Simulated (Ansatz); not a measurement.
# Response to strain in Al

Take Al in the fcc (Cu type) structure (space group Fm-3m, No. 225; a = 3.994 Å; relaxed with 0.1 eV smearing) as the base. Axes: x, y, z lie along the cube axes.

Strains are applied to the cell and any free atomic positions relax.

Level of theory: r2SCAN, PAW, 500 eV (Ansatz, a quantum-chemistry and plane-wave program; no spin-orbit coupling).

Notes on the quantities. pressure: mean of the normal stresses, compression positive.

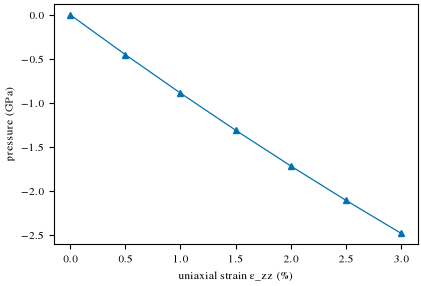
Figure: Pressure against uniaxial strain ε_zz

Problem. From the plot, what is the pressure for uniaxial strain ε_zz = +2.50 %?

Solution. About -2.1 GPa.

Problem. Is the trend monotonic over the range shown?

Solution. Yes, it falls throughout, spanning -2.5 GPa to 0.0 GPa.

Whether these cells are dynamically stable was not tested.
